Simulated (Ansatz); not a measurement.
# Calculations on BH3 and related structures

**1. Relaxation**

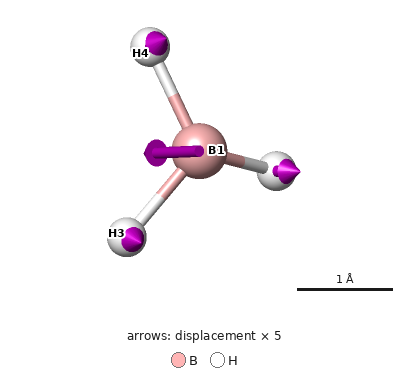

This is a relaxation of BH$_{3}$. The starting structure is drawn; purple arrows show the displacements, 5 times their true length. The two geometries are superimposed by the best rigid fit.

Style: ball-and-stick. Shown at a tilt.

It is one of the separated products of a reaction.

The calculation used RKS PBE0-D4/def2-TZVP (Ansatz). Set-up: force threshold 0.005 eV/Å; at most 200 steps.

**Which element moves most?**

Boron: up to 0.21 Å, against 0.07 Å for hydrogen.

**What happened in the run?**

After 5 geometry steps the energy has fallen by 10.3 kcal/mol. The largest force component goes from 2.6 to under 0.0001 eV/Å. The atom that moves furthest after the best rigid fit is the B atom (0.21 Å). By element the largest moves are B 0.21 Å, H 0.07 Å. Some distances before and after: B–H 1.206 → 1.193 Å. Bond angles that change, for instance: H–B–H 115.4° → 120.0°.

**2. Relaxation**

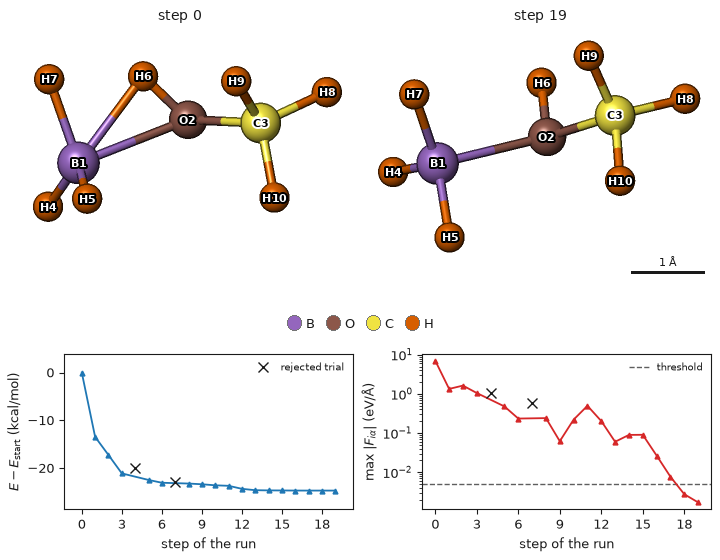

First and last geometry of a relaxation of CH7BO (started from a transition state, displaced along its imaginary mode), with the history of the run. A ball-and-stick model, seen at a tilt.

All numbers below come from RKS PBE0-D4/def2-TZVP (Ansatz). Set-up: force threshold 0.005 eV/Å; at most 200 steps.

Read the history and describe the run.

It converged. The atom that moves furthest after the best rigid fit is H6 (0.89 Å). By element the largest moves are H 0.89 Å, O 0.24 Å, C 0.14 Å, B 0.11 Å. Near-neighbour distances that change, for instance: B1–H6 1.525 → 2.140 Å, O2–H6 0.876 → 0.963 Å, B1–O2 1.691 → 1.644 Å, B1–H4 1.192 → 1.207 Å. Bond angles that change, for instance: B1–O2–H6 63.9° → 107.4°, O2–B1–H7 88.6° → 104.3°, H4–B1–H5 122.6° → 115.4°. Over 17 accepted moves (19 points after the start) the energy falls by 24.7 kcal/mol. The largest force component goes from 7 to 0.0017 eV/Å. The line search rejected the trial steps at points 4, 7 of the run.

**3. Reaction**

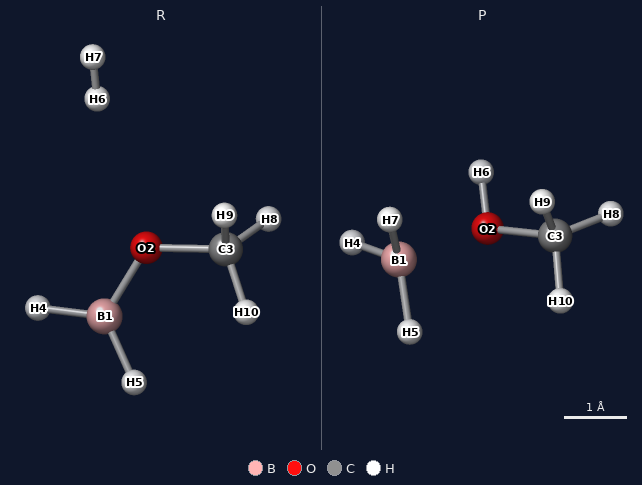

Reactant (R) and product (P) of one elementary step of CH7BO. The picture is a ball-and-stick view, seen at a tilt.

Stationary points at PBE0-D4/def2-TZVP, single-point energies with CCSD(T)/CBS, wB97X-V, SPW92 (LDA), CAM-B3LYP-D4, BHLYP-D4, B2PLYP (def2-TZVPP where no basis is named; Ansatz 0.2.0). The energies are electronic, without zero-point or thermal terms, and both ends are the minima reached downhill from the saddle, with any fragments still in contact. CCSD(T)/CBS stands for a frozen-core estimate: MP2 correlation extrapolated from def2-TZVPP and def2-QZVPP, CCSD(T) minus MP2 from the smaller set.

### Predict the saddle point between them and the barrier.

Counted by bonded pieces, R holds CH₅BO + H₂ and P holds BH₃ + CH₄O. From R over the saddle to P, bonds form: B1–H7 (4.39 → 1.34 → 1.21 Å), O2–H6 (2.62 → 1.27 → 0.96 Å). Bonds break: B1–O2 (1.34 → 1.56 → 1.64 Å), H6–H7 (0.75 → 1.02 → 2.52 Å). The saddle has one imaginary mode, 1334i cm⁻¹. With CCSD(T)/CBS the barrier is 1.73 eV from R and 1.14 eV from P, and P lies 0.59 eV above R.

```csv
level,barrier from R (eV),barrier from P (eV),P less R (eV)
CCSD(T)/CBS,1.73,1.14,0.59
wB97X-V,1.67,1.11,0.55
SPW92 (LDA),0.99,0.73,0.25
CAM-B3LYP-D4,1.72,1.12,0.60
BHLYP-D4,1.88,1.26,0.62
B2PLYP,1.76,1.11,0.65
```

Against CCSD(T)/CBS, CAM-B3LYP-D4 comes closest on the barrier from R (−0.02 eV) and SPW92 (LDA) misses most (−0.75 eV).

The saddle point in the same view, with dashed sticks for the bonds that form or break:

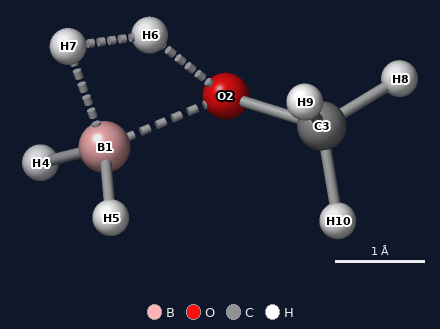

Limits of the set-up: the start holds two separate molecules, 2.6 Å apart at their closest, whose relative position is a soft coordinate.

**4. Path**

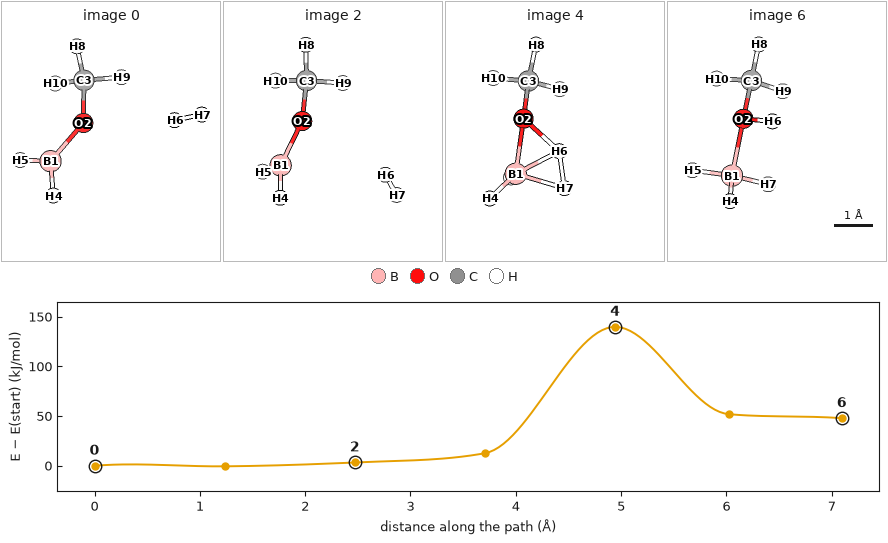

A nudged-elastic-band calculation for CH₇BO, made up of CH5BO and H$_{2}$. Images are numbered from 0 (start) to 6 (end). A ball-and-stick model, seen at a tilt.

All numbers below come from RKS PBE0-D4/def2-SVP (Ansatz 0.2.0). Run with 5 movable images; climbing image.

> Describe the mechanism and the energy profile.

The energy climbs by 139.9 kJ/mol to image 4 and then falls by 92.0 kJ/mol, so the end point sits at +47.9 kJ/mol. Image 1 lies below both ends, at −0.6 kJ/mol, so an end isn't at the bottom of its valley. Breaking: H6–H7 (0.75 → 1.02 at the top → 2.52 Å). Forming: B1–H7 (4.39 → 1.36 at the top → 1.21 Å), O2–H6 (2.62 → 1.27 at the top → 0.96 Å). The band converged in 22 iterations. The largest component of the band force went from 5 to 0.024 eV/Å. The climbing image converged on the top of the path. Its curvatures weren't checked. The largest force component is 0.39 eV/Å at the start and 0.38 eV/Å at the end; an end with forces this large is no minimum, and the barrier measured from it can be far off.

Limits of the set-up: the start holds two separate molecules, 2.6 Å apart at their closest, whose relative position is a soft coordinate.

Cost: 85 s on 2 threads of AMD EPYC 9R45 96-Core, on a shared host.
